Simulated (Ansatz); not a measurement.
# HfSi (model cell, started as CsCl type): following an unstable mode

Wanted: the energy along a soft mode of HfSi (model cell, started as CsCl type) and the structure at the end.

Calculated with Ansatz 0.2.0; DFT LDA, scalar-relativistic, plane waves, PAW.

The structure was built from a prototype and need not be the compound's stable phase.

## (1) The starting structure

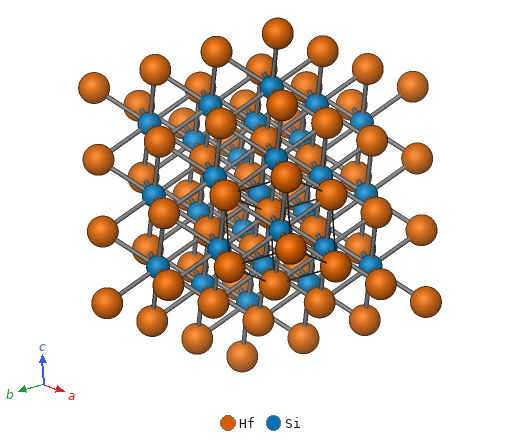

The cell as given, from a free direction (hafnium orange, silicon blue). 3×3×3 cells are drawn. Some periodic images of atoms are drawn too.

## (2) The dispersion

The cell comes from relaxations at this level that are not shown. Stability and thermal properties need the whole zone. Linear response on a 4×4×4 q mesh gives force constants as far as a supercell of that size would.

input.yaml reads:

```yaml
crystal:
  lattice:
    - [3.2232760924, 0.0, 0.0]
    - [0.0, 3.2232760924, 0.0]
    - [0.0, 0.0, 3.2232760924]
  atoms:
    - { symbol: Hf, position: [0.0, 0.0, 0.0] }
    - { symbol: Si, position: [0.5, 0.5, 0.5] }
kpoints:
  mp_grid: { grid: [16, 16, 16] }
hamiltonian:
  xc: lda
scf:
  occupations: { method: methfessel_paxton, width: 0.2 }
output:
  eigenvalues: true
phonons:
  method: dfpt
  qmesh: [4, 4, 4]
  temperatures: { t_max: 1000, t_step: 50 }
  qpath:
    path:
      - [[0.0, 0.0, 0.0], [0.0, 0.5, 0.0], [0.5, 0.5, 0.0], [0.0, 0.0, 0.0], [0.5, 0.5, 0.5], [0.0, 0.5, 0.0]]
      - [[0.5, 0.5, 0.5], [0.5, 0.5, 0.0]]
    npoints: 10
```

Command:

```
> ansatz run input.yaml --threads 4 --pin off --max-ram 7168MiB --backend cpu --events-out ev --progress --plain --runs-dir out
```

Numbers of over 12 decimals in the logs are rounded to 6 here.

The log of the run:

```text
Engine: ansatz 0.2.0, aarch64-unknown-linux-gnu
Pseudopotentials: kind: paw
Pseudopotential: Hf, paw, valence charge 26, recommended cutoff 420 eV (normal), Hf.paw.azcp
Pseudopotential: Si, paw, valence charge 4, recommended cutoff 420 eV (normal), Si.paw.azcp
Functional definition: SPW92
  exchange = slater_x
  correlation = pw_c
Crystal: 2 atoms, lattice volume = 33.488 Å³
Basis set: ecut = 420 eV, 691 PW (Γ), exchange–correlation on 48×48×48 points (8 copies of the dense FFT grid, shifted against one another)
Bands: 19, of which v1, the nominal top of the filled ones, is band 15 counted from 1 (14 counted from 0)
Symmetry: 48 space group operations
k-points: 165 of 4096
Non-local potential: Hf, projectors of the file, l = 0: 3, l = 1: 2, l = 2: 2, l = 3: 3
Non-local potential: Si, projectors of the file, l = 0: 2, l = 1: 2, l = 2: 2
PAW form: soft (Blöchl's): semilocal exchange-correlation on the pseudo side does not see the compensation charge
PAW frozen core: Hf, regenerated for the run's functional, and the local potential with it (the file was generated under x = pbe(κ = 0.804, μ = 0.219515), c = pbe(β = 0.066725))
PAW frozen core: Si, regenerated for the run's functional, and the local potential with it (the file was generated under x = pbe(κ = 0.804, μ = 0.219515), c = pbe(β = 0.066725))
PAW one-centre angular grid: Hf, 590 points (default); XC on 64 Gauss nodes
PAW one-centre angular grid: Si, 110 points (default); XC on 64 Gauss nodes
Initial density: superposition of atomic densities (neutral atoms: chi_scale 0, normalization atom), corrected by the library's trained network
Initial wavefunctions: pseudopotential atomic-orbital guess
Functional: x = slater, c = lda
SCF iter   1: F=—  HF=-16086.157872 eV  |F-HF|=—  |Δ(HF+E_count)|=         —  Δρ=7.52e-3  dr2=2.16e-2  ethr=1.77e-3  ⟨swp⟩=4.9  Hψ=13126  notcnv=0
preconditioner: auto → none  [metal: Δε(μ)=0.015 eV  Ē_g=16.642 eV  σ=0.200 eV  W_gap=0.06  n_scr=6 (ndim 8)  ℏωp=34.0 eV  f_vac=0.000  D(μ)=2.45/eV (n_scr^D=26)  sad-step TF]
SCF iter   2: F=—  HF=-16086.154140 eV  |F-HF|=—  |Δ(HF+E_count)|=   3.73e-3  S|Δr|=    0.00e0  Δρ=4.27e-3  dr2=6.05e-3  ethr=7.20e-5  ⟨swp⟩=1.0  Hψ=4466  notcnv=0
SCF iter   3: F=—  HF=-16086.153340 eV  |F-HF|=—  |Δ(HF+E_count)|=   8.00e-4  S|Δr|=    0.00e0  Δρ=1.07e-3  dr2=2.73e-4  ethr=2.02e-5  ⟨swp⟩=2.0  Hψ=4942  notcnv=0
SCF iter   4: F=—  HF=-16086.152696 eV  |F-HF|=—  |Δ(HF+E_count)|=   6.44e-4  S|Δr|=    0.00e0  Δρ=2.79e-4  dr2=2.23e-5  ethr=9.12e-7  ⟨swp⟩=2.1  Hψ=5645  notcnv=0  defer=1
SCF iter   5: F=—  HF=-16086.152702 eV  |F-HF|=—  |Δ(HF+E_count)|=   6.47e-6  S|Δr|=    0.00e0  Δρ=7.24e-5  dr2=1.20e-6  ethr=7.42e-8  ⟨swp⟩=2.0  Hψ=5622  notcnv=0  defer=1
SCF iter   6: F=—  HF=-16086.152702 eV  |F-HF|=—  |Δ(HF+E_count)|=   2.16e-7  S|Δr|=    0.00e0  Δρ=1.80e-5  dr2=1.86e-7  ethr=4.00e-9  ⟨swp⟩=2.0  Hψ=5659  notcnv=0  defer=1
SCF iter   7: F=—  HF=-16086.152702 eV  |F-HF|=—  |Δ(HF+E_count)|=   4.61e-8  S|Δr|=    0.00e0  Δρ=1.02e-6  dr2=2.16e-10  ethr=6.19e-10  ⟨swp⟩=2.0  Hψ=3812  notcnv=0  defer=1
SCF iter   8: F=-16086.152702 eV  HF=-16086.152702 eV  |F-HF|=5.46e-12  |Δ(HF+E_count)|=  1.36e-10  S|Δr|=    0.00e0  Δρ=1.63e-7  dr2=5.43e-12  ethr=1.00e-12  ⟨swp⟩=4.4  Hψ=17026  notcnv=0
the search or the solves at the SCF's close seem to have found levels that the self-consistency loop had missed (the run counts 1). By its estimate they hold under 1e-12 electrons; where the run keeps them, the occupations were computed again with them
SCF 1 converged in 8 iterations: F = -16086.152702 eV  dr2 = 5.43e-12
  greatest PAW one-centre occupation: 0.998 electrons in one spin orbital (limit 2), on the Hf atom at site 0 (counted from 0), in its partial waves of l = 3
Initial density: read from a saved state, or passed on in memory by an earlier SCF of this step, an earlier step, the calling program or the single point that the run made first
iter 1 solved again at ethr=3.74e-9 eV; its pass at ethr=3.10e-3 eV (dr2=1.12e-6 eV) is discarded
SCF iter   1: F=—  HF=-16086.152702 eV  |F-HF|=—  |Δ(HF+E_count)|=         —  Δρ=1.60e-7  dr2=3.93e-12  ethr=3.74e-9  ⟨swp⟩=4.0  Hψ=23700  notcnv=0
eigensolver tolerance schedule: the retry pair's looser diagonalisation over-reported the residual by 286103.60 of it (diagonalisation noise at 0.53 of the residual, at the tolerance the schedule requests for it); recorded, not acted on — ethr = c·dr2/N_el stays at c = 1.0e-1
preconditioner: auto → none  [metal: Δε(μ)=0.008 eV  Ē_g=16.575 eV  σ=0.200 eV  W_gap=0.03  n_scr=6 (ndim 8)  ℏωp=34.0 eV  f_vac=0.000  D(μ)=2.49/eV (n_scr^D=26)]
SCF iter   2: F=-16086.152702 eV  HF=-16086.152702 eV  |F-HF|=5.46e-12  |Δ(HF+E_count)|=  8.20e-10  S|Δr|=    0.00e0  Δρ=5.69e-8  dr2=3.68e-13  ethr=1.00e-12  ⟨swp⟩=6.4  Hψ=14094  notcnv=0
SCF 2 converged in 2 iterations: F = -16086.152702 eV  dr2 = 3.68e-13
phonons: the bands overlap, so this run is a metal and interpolates without the dipole-dipole term. If the crystal is really an insulator or semiconductor, its LO-TO splitting is missing
NSCF: frozen V_eff on 165 k-points
NSCF: frozen V_eff on 405 k-points
DFPT response loops at q = (0, 0, 0) (fractional): preconditioner auto → Kerker (q_TF=auto, 2.679 Å⁻¹) (partly filled bands, converged f_vac=0.000); β = 1.00, the filter's whole step (`scf.mixing.beta` (0.50) is not read by the response loops under this deck's `scf.mixing.preconditioner`; to damp them name `kerker` or `kerker_dos`, under which they read `scf.mixing.beta`, and type it under 1.00, their step now; both keys bind the ground state too); Broyden in place of MSR1
NSCF: frozen V_eff on 2592 k-points
DFPT response loops at q = (0, 0, 0.25) (fractional): mixed as the last ones told, above
NSCF: frozen V_eff on 1458 k-points
DFPT response loops at q = (0, 0, -0.5) (fractional): mixed as the last ones told, above
NSCF: frozen V_eff on 4608 k-points
DFPT response loops at q = (0, 0.25, 0.25) (fractional): mixed as the last ones told, above
NSCF: frozen V_eff on 2592 k-points
DFPT response loops at q = (0, 0.25, -0.5) (fractional): mixed as the last ones told, above
NSCF: frozen V_eff on 1458 k-points
DFPT response loops at q = (0, -0.5, -0.5) (fractional): mixed as the last ones told, above
NSCF: frozen V_eff on 4352 k-points
DFPT response loops at q = (0.25, 0.25, 0.25) (fractional): mixed as the last ones told, above
NSCF: frozen V_eff on 4608 k-points
DFPT response loops at q = (0.25, 0.25, -0.5) (fractional): mixed as the last ones told, above
NSCF: frozen V_eff on 2592 k-points
DFPT response loops at q = (0.25, -0.5, -0.5) (fractional): mixed as the last ones told, above
NSCF: frozen V_eff on 810 k-points
DFPT response loops at q = (-0.5, -0.5, -0.5) (fractional): mixed as the last ones told, above
SCF converged after 8 iterations
Stability not checked: this state was not tested for a lower state beside it, because cold or Methfessel-Paxton smearing, or corrected tetrahedra, fill the levels in a way that the test cannot read (fill_not_monotonic; see scf.lower_state_search)
Free energy (F): -16086.152702 eV
Harris-Foulkes:  -16086.152702 eV  (|F-HF|=5.46e-12)
Internal energy: -16086.150960 eV  (E = F + TS)
E sigma→0 (E₀):  -16086.152267 eV
Entropy (-TS):   -0.001742 eV (-0.871 meV/atom)
Fermi energy:    17.583675 eV
--- Per-component energies (eV) ---
  E_band       = 28.411659
  E_kinetic    = 469.911748
  E_local      = -5805.736526  (includes V_loc(G=0)·N_el)
  E_nonlocal   = -1205.681736
  E_hartree    = 2737.794207
  E_xc         = -354.769985
  E_vxc        = -316.857872  (∫ρ·V_xc dr)
  E_paw        = -7171.960494  (= ΣΔE_a)
  E_vpaw       = 1411.187408  (= ΣTr[D̂ρ^β])
  E_aug_tail   = 0.000005  (compensation charges beyond the density's cutoff)
  E_ewald      = -4758.249752
  E_core_change = 2.541573  (= ΣΔE_core)
  E_smearing   = -0.001742  (= −TS)
  E_closure    = 0.000000  (closes the sum)
  Σ components = -16086.152702   (vs F -16086.152702, Δ=0.00e0)
--- Band table (eV; the first three rows and the last of 165) ---
  k-point 0: bands = [... 11 lower, 6.2285, 15.5915, 15.5915, 19.7303, 19.7303, 19.7303, 21.3995, 21.3995]
  k-point 1: bands = [... 11 lower, 6.2994, 15.5332, 15.6302, 19.4901, 19.4901, 19.5994, 21.4222, 21.6594]
  k-point 2: bands = [... 11 lower, 6.5086, 15.2948, 15.7438, 19.0018, 19.0018, 19.4196, 21.4877, 22.2123]
  k-point 164: bands = [... 11 lower, 12.8150, 12.8150, 12.8150, 13.3304, 21.2456, 21.2456, 21.2456, 24.0866]
--- Phonons (Γ-DFPT): 2 representative perturbations + reference (Σ response iterations 6) ---
  ASR residual: 6.300e-5 → 0.000e0 eV/Å²; symmetrization residual: 7.709e-7 eV/Å²
  ASR residual per site (eV/Å²): 6.30e-5 9.51e-6
  Γ frequencies (cm⁻¹): 0.00 0.00 0.00 224.55 224.55 224.55
--- Phonons (arbitrary-q DFPT): 10 irreducible q on the 4×4×4 mesh ---
  q = [0.0000, 0.0000, 0.0000] (star 1, of the zone-centre solve; hermiticity 3.43e-7, symmetrization 1.07e-12): -0.00 0.00 0.00 224.55 224.55 224.55
  q = [0.0000, 0.0000, 0.2500] (star 6, 4 solved perturbations in 4032 linear systems a pass and spin channel, the states on 1296 of 4096 k-point pairs; hermiticity 1.59e-7, symmetrization 2.96e-13): -70.40 -70.40 4.40 223.20 223.20 240.29
  q = [0.0000, 0.0000, -0.5000] (star 3, 4 solved perturbations in 2268 linear systems a pass and spin channel, the states on 729 of 4096 k-point pairs; hermiticity 2.64e-14, symmetrization 2.73e-12): -68.03 -68.03 106.28 195.73 195.73 212.36
  q = [0.0000, 0.2500, 0.2500] (star 12, 4 solved perturbations in 7056 linear systems a pass and spin channel, the states on 2304 of 4096 k-point pairs; hermiticity 1.75e-7, symmetrization 8.48e-14): -97.05 -43.93 88.01 199.69 219.38 250.17
  q = [0.0000, 0.2500, -0.5000] (star 12, 6 solved perturbations on 1296 of 4096 k-point pairs; hermiticity 5.68e-8, symmetrization 5.74e-14): -36.29 33.30 52.49 199.83 224.43 234.17
  q = [0.0000, -0.5000, -0.5000] (star 3, 4 solved perturbations in 2268 linear systems a pass and spin channel, the states on 729 of 4096 k-point pairs; hermiticity 5.44e-8, symmetrization 6.46e-13): -89.23 -89.23 31.79 147.63 247.18 247.18
  q = [0.2500, 0.2500, 0.2500] (star 8, 2 solved perturbations on 2176 of 4096 k-point pairs; hermiticity 1.52e-7, symmetrization 1.57e-12): -77.63 -77.63 55.80 179.09 220.19 220.19
  q = [0.2500, 0.2500, -0.5000] (star 12, 4 solved perturbations in 7056 linear systems a pass and spin channel, the states on 2304 of 4096 k-point pairs; hermiticity 2.77e-8, symmetrization 2.91e-12): -40.26 -32.34 78.06 192.83 208.22 234.01
  q = [0.2500, -0.5000, -0.5000] (star 6, 4 solved perturbations in 4032 linear systems a pass and spin channel, the states on 1296 of 4096 k-point pairs; hermiticity 5.50e-8, symmetrization 3.96e-13): 49.81 49.81 93.57 182.37 216.72 216.72
  q = [-0.5000, -0.5000, -0.5000] (star 1, 2 solved perturbations on 405 of 4096 k-point pairs; hermiticity 4.81e-14, symmetrization 1.81e-11): 98.29 98.29 98.29 152.10 152.10 152.10
  sum rule: each row above includes the acoustic sum rule's correction from the zone centre's row sums; it moved no ω² by more than (0.31 cm⁻¹)²
  mesh force constants: q→R imaginary residual 6.56e-18; ASR residual 6.300e-5 → 0.000e0 eV/Å²; symmetrization residual 3.553e-15 eV/Å²
  interpolated dispersion: 62 rows × 6 modes
  density of states and harmonic sums: on the 20×20×20 q-mesh, interpolated from the force constants of a 4×4×4 supercell (no non-analytic term)
  largest difference from the sums on the solved wave vectors: F 6.17e-3 eV, S 7.49e-6 and C_V 8.19e-7 eV/K
  zero-point energy: 0.045210 eV/cell   skipped modes (ω ≤ 0): 458, of them read as no rigid motion or as one in doubt: 455 (1.599e0 modes/cell left out, lowest -97.43 cm⁻¹)   left out of the sums: 2.67e-1 of the cell's modes: C_V's classical limit lies that fraction below 3 k_B per atom; for a crystal, a wire or a layer, F and S can be off by more, and a phonons.interpolated_qmesh denser along its periods is the remedy for the sampling
```

It took 11 min on 4 threads of Arm Neoverse V2, shared host; peak memory 3.7 GiB; 42 min of CPU time.

Reading the cycles: dr2 is the Hartree energy of the density residual (eV), the measure of convergence; HF is the Harris–Foulkes estimate of the energy, which meets the free energy F at convergence.

This step gave:

```
volume per atom                                         : 16.74 Å³
gap on the k-mesh                                       : 0 eV
sum-rule residual before enforcement                    : 6.30e-5 eV/Å²
lowest frequency on the path                            : -97.05 cm⁻¹
point group                                             : m-3m
highest frequency on the path or at a solved wavevector : 250.2 cm⁻¹
highest optical mode at the zone centre (no LO-TO term) : 224.6 cm⁻¹
lowest optical zone-centre mode                         : 224.6 cm⁻¹
lowest mode on the q mesh (acoustic modes at Γ apart)   : -97.05 cm⁻¹
```

Frequencies (cm⁻¹) solved at each irreducible wavevector; negative means imaginary. Frequencies by wavevector, by row:

```csv
q in reciprocal lattice units,star,mode 1,mode 2,mode 3,mode 4,mode 5,mode 6
0 0 0,1,0,0,0,224.6,224.6,224.6
0 0 0.25,6,-70.4,-70.4,4.4,223.2,223.2,240.3
0 0 -0.5,3,-68,-68,106.3,195.7,195.7,212.4
0 0.25 0.25,12,-97,-43.9,88,199.7,219.4,250.2
0 0.25 -0.5,12,-36.3,33.3,52.5,199.8,224.4,234.2
0 -0.5 -0.5,3,-89.2,-89.2,31.8,147.6,247.2,247.2
0.25 0.25 0.25,8,-77.6,-77.6,55.8,179.1,220.2,220.2
0.25 0.25 -0.5,12,-40.3,-32.3,78.1,192.8,208.2,234
0.25 -0.5 -0.5,6,49.8,49.8,93.6,182.4,216.7,216.7
-0.5 -0.5 -0.5,1,98.3,98.3,98.3,152.1,152.1,152.1
```

Interpolated from a 4×4×4 q mesh. Phonon branches along the path, in cm⁻¹:

```csv
point,branch 1,branch 2,branch 3,branch 4,branch 5,branch 6
Γ,0,0,0,224,224,224
X,-68,-68,106,196,196,212
M,-89,-89,32,148,247,247
Γ,0,0,0,224,224,224
R,98,98,98,152,152,152
X,-68,-68,106,196,196,212
jump to R,98,98,98,152,152,152
M,-89,-89,32,148,247,247
```

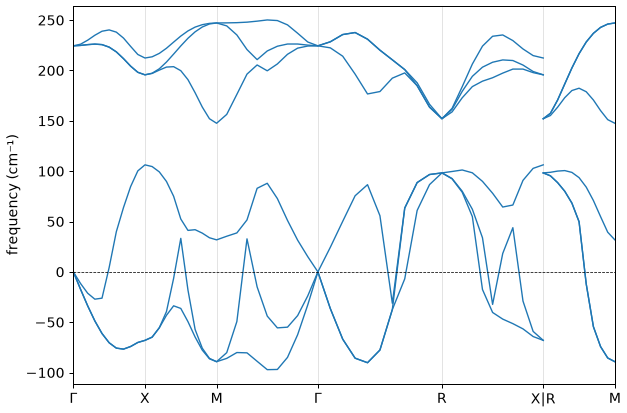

Phonon branches along the path.

Symmetry leaves 10 wavevectors to solve. The lowest mode among them, the acoustic zeros apart, lies at q = (0, 0.25, 0.25) and is imaginary, 97.0i cm⁻¹, so the energy falls along it.

## (3) The mode frozen in, largest atomic shift 0 Å

The mode followed lies at q = (0, -0.5, -0.5) with frequency 89.2i cm⁻¹ and is 2-fold degenerate, one of the unstable modes though not the softest. At small amplitude the distorted cell has space group no. 10 by a symmetry search on the positions. The undistorted cell that holds it gives the zero of energy on the same k mesh.

System of this step: HfSi (model cell, started as CsCl type). The structure is cubic, space group Pm-3m (No. 221). Conventional cell: a = 3.223 Å, b = 3.223 Å, c = 3.223 Å, α = 90.00°, β = 90.00°, γ = 90.00°. Nearest to Hf lie 8 Si at 2.79 Å. Si has 8 Hf at 2.79 Å nearest. Farther neighbours are not listed.

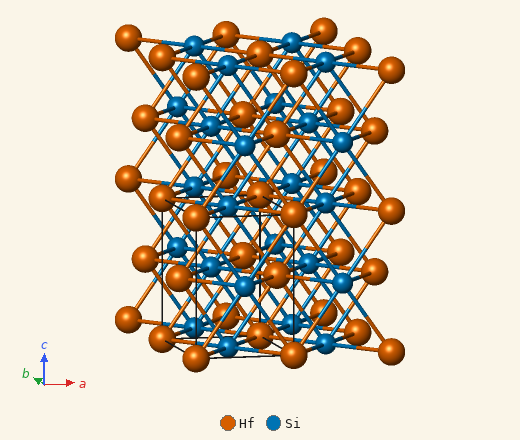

The cell of this step (hafnium orange, silicon blue). 2×2×2 cells are drawn. Some periodic images of atoms are drawn too.

input.yaml reads:

```yaml
crystal:
  lattice:
    - [-3.2232760924, 0.0, 0.0]
    - [0.0, -3.2232760924, -3.2232760924]
    - [0.0, -3.2232760924, 3.2232760924]
  atoms:
    - { symbol: Hf, position: [1.0, 0.5, 0.5] }
    - { symbol: Hf, position: [1.0, 1.0, 1.0] }
    - { symbol: Si, position: [0.5, 0.0, 0.5] }
    - { symbol: Si, position: [0.5, 0.5, 0.0] }
kpoints:
  mp_grid: { grid: [14, 10, 10] }
hamiltonian:
  xc: lda
scf:
  occupations: { method: methfessel_paxton, width: 0.2 }
output:
  forces: true
  stress: true
  eigenvalues: true
```

The log of the run:

```text
[...]
Crystal: 4 atoms, lattice volume = 66.977 Å³
Basis set: ecut = 420 eV, 1347 PW (Γ)
Bands: 36, of which v1, the nominal top of the filled ones, is band 30 counted from 1 (29 counted from 0)
Symmetry: 32 space group operations
[...]
k-points: 168 of 1400
[...]
k-point 0: bands = [... 26 lower, 15.3522, 15.5914, 15.5931, 18.9634, 18.9634, 19.7299, 19.7299, 19.7299, ... 2 higher]
  k-point 1: bands = [... 26 lower, 15.5565, 15.6078, 15.9438, 18.8272, 19.0103, 19.2158, 19.4474, 19.8249, ... 2 higher]
  k-point 2: bands = [... 26 lower, 15.4583, 15.5990, 16.7001, 18.3375, 18.5472, 18.9670, 19.1488, 20.0915, ... 2 higher]
  k-point 167: bands = [... 26 lower, 14.6607, 14.6607, 15.3546, 15.3546, 18.9630, 18.9630, 18.9640, 18.9640, ... 2 higher]
[key lines of the parts left out:]
SCF converged after 8 iterations
Free energy (F): -32172.306782 eV
Fermi energy:    17.586929 eV
P = ⅓ Tr σ = -0.0722 GPa (-0.722 kbar)
```

The job ended after 5.9 s (4 threads; peak memory 0.56 GiB; 22 s of CPU time).

Numbers from this step:

```
pressure                         : -0.07217 GPa
energy from the undistorted cell : 0 meV/atom
```

The run ends at a pressure of -0.07 GPa.

## (4) The mode frozen in, largest atomic shift 0.22 Å

The atoms are moved along the unstable eigenvector, the largest shift by 0.22 Å, with the cell fixed.

input.yaml, the sections that differ from step 3:

```yaml
crystal:
  lattice:
    - [-3.2232760924, 0.0, 0.0]
    - [0.0, -3.2232760924, -3.2232760924]
    - [0.0, -3.2232760924, 3.2232760924]
  atoms:
    - { symbol: Hf, position: [1.0, 0.4942786487, 0.4714452239] }
    - { symbol: Hf, position: [1.0, 1.0057213513, 1.0285547761] }
    - { symbol: Si, position: [0.5, -0.0094816283, 0.5473219981] }
    - { symbol: Si, position: [0.5, 0.5094816283, -0.0473219981] }
# kpoints, hamiltonian, scf, output: as in step 3
```

The log of the run:

```text
[...]
Crystal: 4 atoms, lattice volume = 66.977 Å³
Basis set: ecut = 420 eV, 1347 PW (Γ)
Bands: 36, of which v1, the nominal top of the filled ones, is band 30 counted from 1 (29 counted from 0)
Symmetry: 4 space group operations
[...]
k-points: 416 of 1400
[...]
k-point 0: bands = [... 26 lower, 15.2351, 15.5888, 16.0754, 18.6500, 19.0006, 19.5762, 19.8583, 20.0358, ... 2 higher]
  k-point 1: bands = [... 26 lower, 15.5905, 15.8400, 16.0691, 18.5218, 19.0354, 19.3229, 19.7269, 19.7319, ... 2 higher]
  k-point 2: bands = [... 26 lower, 15.5722, 16.0049, 16.5634, 18.2362, 18.5600, 19.1598, 19.2621, 19.8936, ... 2 higher]
  k-point 415: bands = [... 26 lower, 14.5531, 14.6151, 15.6631, 15.8063, 18.9502, 19.0568, 19.1124, 19.1966, ... 2 higher]
[key lines of the parts left out:]
SCF converged after 7 iterations
Free energy (F): -32172.382023 eV
Fermi energy:    17.602792 eV
P = ⅓ Tr σ = -0.6602 GPa (-6.602 kbar)
```

Run time: 13 s. Hardware: 4 threads; peak memory 0.89 GiB; 50 s of CPU time.

Numbers from this step:

```yaml
pressure: -0.6602 GPa
energy_from_the_undistorted_cell: -19.00 meV/atom
```

The energy, extrapolated to zero smearing, is -19.00 meV/atom against the undistorted cell.

The run ends at a pressure of -0.66 GPa, with forces up to 0.35 eV/Å.

## (5) Energy along the mode, all amplitudes (two of the runs are shown above)

An imaginary frequency means negative curvature, so the energy should fall and then rise again as anharmonic terms take over.

This step gave:

| Property | Result |
| --- | --- |
| depth at the lowest point sampled | 19.00 meV/atom |
| largest atomic shift at that point | 0.22 Å |

Table of energy from the parent by largest atomic shift:

```csv
largest atomic shift (Å),energy from the parent (meV/atom)
0.000,0
0.040,-0.975
0.080,-3.96
0.140,-10.9
0.220,-19.0
0.320,-17.4
0.450,31.8
```

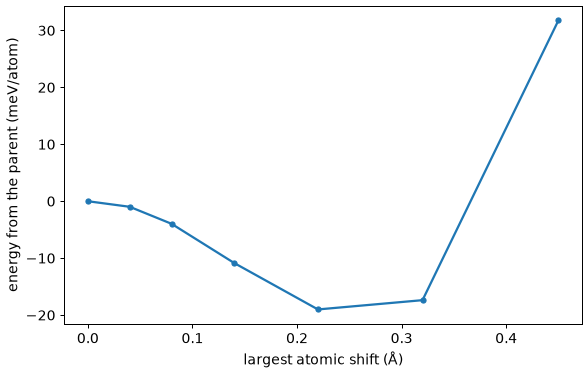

Energy from the parent against largest atomic shift.

Displacement at unit largest shift by atom:

```csv
atom,x (Å),y (Å),z (Å),size
Hf1,0.000,0.502,-0.335,0.604
Hf2,0.000,-0.502,0.335,0.604
Si3,0.000,-0.554,0.832,1.000
Si4,0.000,0.554,-0.832,1.000
```

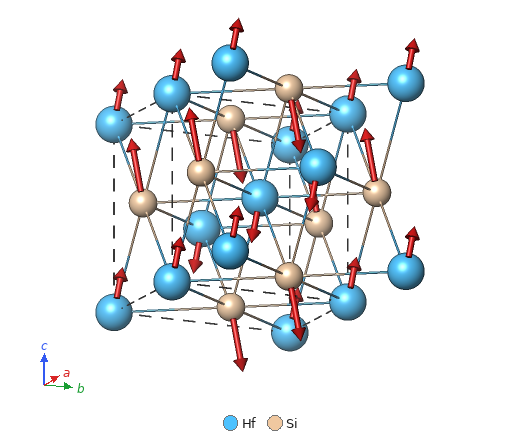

Displacement at unit largest shift as arrows, the longest 1.000 Å. 2×1×1 cells are drawn. Some periodic images of atoms are drawn too.

The lowest of the steps tried is at 0.22 Å, 19.0 meV/atom below the parent; the bottom of the well need not coincide with a step.

(Continued in part 2 of 3.)

[Logs are printed without paths, hosts, clocks, repeated set-up lines and the standing remarks that a program may print on its own settings, such as how far it seeks lower states.]

[Hosts, paths, dates, database ids (printed as entryN), source tags and the programs' standing remarks are cut or masked in the printed files.]
